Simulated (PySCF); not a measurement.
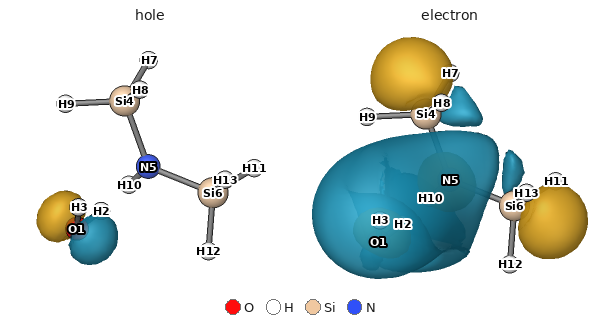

Figure. H9NOSi2, SMILES `O.[SiH3]N[SiH3]`. Leading natural transition orbital pair of S₂ (TDA singlet states); the surfaces enclose about 70 % of each orbital's density.

Level of theory: CAM-B3LYP/def2-SVP (PySCF), at a geometry from GFN2-xTB. The pair's geometry is semi-empirical, so its contact may be too short or too long. Without diffuse functions Rydberg states are missing, so the states' numbers hold for this basis only.

Cartesian coordinates (Å):

```
O1       2.0815   -1.7516    0.0073
H2       1.3141   -1.1950    0.1885
H3       2.3737   -1.5267   -0.8775
Si4      0.5089    1.6074   -0.0946
N5      -0.2097    0.1463    0.5167
Si6     -1.5902   -0.7078   -0.1111
H7      -0.3392    2.7844    0.1184
H8       0.7006    1.3774   -1.5256
H9       1.7741    1.7429    0.6252
H10     -0.0811    0.0233    1.5098
H11     -2.8350    0.0473    0.0689
H12     -1.6337   -1.9651    0.6316
H13     -1.3184   -0.8939   -1.5344
```

> Where does the state lie, and where do hole and electron sit?

7.58 eV (164 nm), f = 0.009; the leading pair carries 100 %; hole on O1 (87 %) and H2 and H3 (6 % each), electron on H3 (26 %), Si4 (15 %) and O1 (15 %); their centroids lie 1.6 Å apart. In canonical orbitals it is mainly HOMO−1 → LUMO (61 %). The HOMO–LUMO gap is 10.23 eV.

Run time: 2.6 min on 1 thread of Intel(R) Xeon(R) Platinum 8488C (Sapphire Rapids), on a shared host, peak memory 0.66 GiB.
